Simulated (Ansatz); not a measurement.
# BrH₃O₃Ti: basis-set convergence

How large a basis does BrH₃O₃Ti need? Two functionals are run in growing sets.

Method: one geometry, several basis sets; program: Ansatz 0.2.0, Gaussian basis.

Plan: PBE0-D4/def2-SVP; ωB97M-V/def2-SVP; PBE0-D4/def2-QZVPP; ωB97M-V/def2-QZVPP; the functionals' def2-TZVPP values are taken from earlier runs.

### Step 1. The geometry

An earlier PBE0-D4 in a triple-zeta def2 set relaxation fixed the geometry.

SMILES `[OH][Ti]([OH])([OH])[Br]`, 8 atoms, charge 0, spin multiplicity 1.

Atoms are counted from 1 here; the program's logs count them from 0.

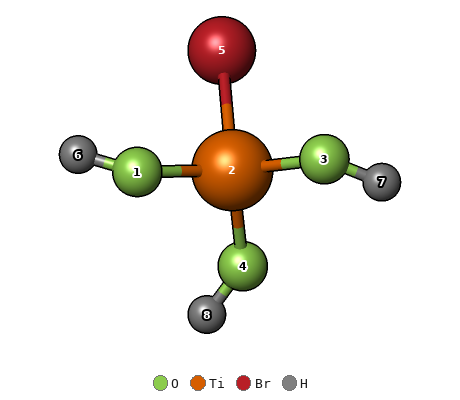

The geometry (oxygen green, titanium orange, bromine red, hydrogen grey); atoms are numbered from 1 in the order of the file.

### Step 2. PBE0-D4 in def2-SVP

File in.yaml:

```yaml
crystal:
  periodic: [false, false, false]
  atoms:
    - {symbol: O, position_ang: [-0.829584, 1.066301, 1.036443]}
    - {symbol: Ti, position_ang: [0.124357, 0.130511, -0.135574]}
    - {symbol: O, position_ang: [1.797734, -0.003671, 0.469316]}
    - {symbol: O, position_ang: [-0.547926, -1.496795, -0.384412]}
    - {symbol: Br, position_ang: [0.066613, 1.276529, -2.221217]}
    - {symbol: H, position_ang: [-1.588031, 1.648977, 0.980994]}
    - {symbol: H, position_ang: [2.427111, -0.720289, 0.365881]}
    - {symbol: H, position_ang: [-1.357974, -1.958565, -0.167131]}
basis:
  gaussian: {orbitals: def2-SVP}
hamiltonian: {xc: pbe0, dispersion: d4}
output: {orbitals: {seedname: orbitals}}
```

Started as:

```bash
> ansatz run in.yaml --threads 4 --pin off --events-out ev --progress --plain --max-ram 11315MiB
```

Standard output:

```text
Functional definition: PBE0
  name "PBE0"
  cite "Adamo & Barone, J. Chem. Phys. 110, 6158 (1999) doi:10.1063/1.478522"
  cite "Perdew, Burke & Ernzerhof, Phys. Rev. Lett. 77, 3865 (1996) doi:10.1103/PhysRevLett.77.3865"
  parent pbe
  parameter a = 0.25
  parameter kappa = 0.804
  parameter beta = 0.06672455060314922
  exchange = (1 - a)*pbe_x(kappa = kappa, mu = beta*pi^2/3) + a*exact_x
  correlation = pbe_c(beta = beta)
1196 factors; integrals over basis functions are off by at most 9.8e-4 eV
mean field evaluation 1: about -99306.4575 eV, gradient 9.0e1 eV
mean field evaluation 2: about -98985.0078 eV, gradient 4.3e2 eV
mean field evaluation 4: about -99318.8671 eV, gradient 3.2e1 eV
mean field evaluation 8: about -99321.3075 eV, gradient 4.9e-1 eV
mean field evaluation 16: about -99321.4188 eV, gradient 1.8e-3 eV
mean field -99321.41881750 eV, -3649.9948190673 hartree, gradient 4.0e-5 eV, S^2 0.000000; 0 other end points of the search recorded, 0 dependent functions left out
reference -99321.41889309 eV, -3649.9948218455 hartree; 42, 42 occupied and 78, 78 virtual orbitals, 1196 factors
Total energy: -99321.58856802 eV, -3650.0010572840 hartree
```

Wall time 1.4 s (4 threads of AMD EPYC 9R14, shared host); peak memory 0.32 GiB.

### Step 3. ωB97M-V in def2-SVP

Edit in.yaml of step 2 so:

```diff
@@ -13,3 +13,3 @@
   gaussian: {orbitals: def2-SVP}
-hamiltonian: {xc: pbe0, dispersion: d4}
+hamiltonian: {xc: {name: wB97M-V}}
 output: {orbitals: {seedname: orbitals}}
```

Same command.

Standard output, shortened:

```text
Functional definition: wB97M-V
  name "wB97M-V"
  cite "Mardirossian & Head-Gordon, J. Chem. Phys. 144, 214110 (2016) doi:10.1063/1.4952647"
  cite "Becke, J. Chem. Phys. 107, 8554 (1997) doi:10.1063/1.475007"
  cite "Vydrov & Van Voorhis, J. Chem. Phys. 133, 244103 (2010) doi:10.1063/1.3521275"
  # Of w^i u^j: cxij and so on, Table III.
[...]
  gx(w, u) = 1 - cx + cx01*u + cx10*w
  gss(w, u) = css00 + css04*u^4 + css10*w + css20*w^2 + css43*w^4*u^3
  gos(w, u) = cos00 + cos10*w + (cos20 + cos21*u)*w^2 + (cos60 + cos61*u)*w^6
[...]
      + integral(e_c_pw_mod_opposite_spin*gos(b97_w_opposite, b97_u_opposite)) + vv10(b, c)
1196 factors; integrals over basis functions are off by at most 9.8e-4 eV
232 factors; integrals over basis functions are off by at most 1.3e-4 eV
[...]
mean field -99334.02314751 eV, -3650.4580196517 hartree, gradient 5.9e-5 eV, S^2 0.000000; 0 other end points of the search recorded, 0 dependent functions left out
reference -99334.02326640 eV, -3650.4580240209 hartree; 42, 42 occupied and 78, 78 virtual orbitals, 1196 factors
Total energy: -99334.02326640 eV, -3650.4580240209 hartree
```

Wall time 4.5 s (4 threads of AMD EPYC 9R14, shared host); peak memory 0.48 GiB.

### Step 4. PBE0-D4 in def2-QZVPP

Edit in.yaml of step 3 so:

```diff
@@ -12,4 +12,4 @@
 basis:
-  gaussian: {orbitals: def2-SVP}
-hamiltonian: {xc: {name: wB97M-V}}
+  gaussian: {orbitals: "def2-QZVPP.json"}
+hamiltonian: {xc: pbe0, dispersion: d4}
 output: {orbitals: {seedname: orbitals}}
```

The command is unchanged.

Standard output:

```text
Functional definition: PBE0
  name "PBE0"
  cite "Adamo & Barone, J. Chem. Phys. 110, 6158 (1999) doi:10.1063/1.478522"
  cite "Perdew, Burke & Ernzerhof, Phys. Rev. Lett. 77, 3865 (1996) doi:10.1103/PhysRevLett.77.3865"
  parent pbe
  parameter a = 0.25
  parameter kappa = 0.804
  parameter beta = 0.06672455060314922
  exchange = (1 - a)*pbe_x(kappa = kappa, mu = beta*pi^2/3) + a*exact_x
  correlation = pbe_c(beta = beta)
1830 factors; their error is unknown
mean field evaluation 1: about -99326.9462 eV, gradient 1.0e2 eV
mean field evaluation 2: about -99099.5304 eV, gradient 4.2e2 eV
mean field evaluation 4: about -99340.1209 eV, gradient 3.8e1 eV
mean field evaluation 8: about -99342.8120 eV, gradient 4.4e-1 eV
mean field evaluation 16: about -99343.0304 eV, gradient 5.5e-5 eV
mean field -99343.03044128 eV, -3650.7890315924 hartree, gradient 7.1e-5 eV, S^2 0.000000; 0 other end points of the search recorded, 0 dependent functions left out
reference -99343.03048350 eV, -3650.7890331442 hartree; 42, 42 occupied and 401, 401 virtual orbitals, 1830 factors
Total energy: -99343.20015843 eV, -3650.7952685827 hartree
```

Wall time 6.5 s (4 threads of AMD EPYC 9R14, shared host); peak memory 1.9 GiB.

### Step 5. ωB97M-V in def2-QZVPP

Edit in.yaml of step 4 so:

```diff
@@ -13,3 +13,3 @@
   gaussian: {orbitals: "def2-QZVPP.json"}
-hamiltonian: {xc: pbe0, dispersion: d4}
+hamiltonian: {xc: {name: wB97M-V}}
 output: {orbitals: {seedname: orbitals}}
```

The command is unchanged.

Standard output, shortened:

```text
Functional definition: wB97M-V
  name "wB97M-V"
  cite "Mardirossian & Head-Gordon, J. Chem. Phys. 144, 214110 (2016) doi:10.1063/1.4952647"
  cite "Becke, J. Chem. Phys. 107, 8554 (1997) doi:10.1063/1.475007"
  cite "Vydrov & Van Voorhis, J. Chem. Phys. 133, 244103 (2010) doi:10.1063/1.3521275"
  # Of w^i u^j: cxij and so on, Table III.
[...]
  gx(w, u) = 1 - cx + cx01*u + cx10*w
  gss(w, u) = css00 + css04*u^4 + css10*w + css20*w^2 + css43*w^4*u^3
  gos(w, u) = cos00 + cos10*w + (cos20 + cos21*u)*w^2 + (cos60 + cos61*u)*w^6
[...]
      + integral(e_c_pw_mod_opposite_spin*gos(b97_w_opposite, b97_u_opposite)) + vv10(b, c)
1787 factors; their error is unknown
337 factors; integrals over basis functions are off by at most 2.4e-5 eV
[...]
mean field -99355.64869382 eV, -3651.2527438204 hartree, gradient 4.5e-5 eV, S^2 0.000000; 0 other end points of the search recorded, 0 dependent functions left out
reference -99355.64876581 eV, -3651.2527464660 hartree; 42, 42 occupied and 401, 401 virtual orbitals, 1787 factors
Total energy: -99355.64876581 eV, -3651.2527464660 hartree
```

Wall time 15 s (4 threads of AMD EPYC 9R14, shared host); peak memory 2.3 GiB.

### Step 6. Density functionals: the series

The def2-TZVPP values come from earlier runs at the same geometry.

| functional | basis | functions | energy (eV) | from the largest (eV) | HOMO (eV) | LUMO (eV) |
| --- | --- | --- | --- | --- | --- | --- |
| PBE0-D4 | def2-SVP | 120 | -99321.5886 | 21.612 | -7.93 | -1.92 |
| PBE0-D4 | def2-TZVPP | 247 | -99340.9822 | 2.218 | -8.16 | -2.04 |
| PBE0-D4 | def2-QZVPP | 443 | -99343.2002 | 0.000 | -8.18 | -2.07 |
| ωB97M-V | def2-SVP | 120 | -99334.0233 | 21.625 | -10.07 | 0.33 |
| ωB97M-V | def2-TZVPP | 247 | -99353.5321 | 2.117 | -10.34 | 0.15 |
| ωB97M-V | def2-QZVPP | 443 | -99355.6488 | 0.000 | -10.37 | 0.09 |

### Step 7. What came out

```
                                       quantity           value
PBE0-D4: double and triple zeta above quadruple  21.61, 2.22 eV
ωB97M-V: double and triple zeta above quadruple  21.63, 2.12 eV
```

In words: For PBE0-D4 the step from double to triple zeta gains 19.39 eV and the next only 2.22 eV. These are total energies; as a rule much of such shifts cancels in differences, which this series doesn't test.

For PBE0-D4 the largest set took about 5 times as long as the smallest (6.5 s against 1.4 s).
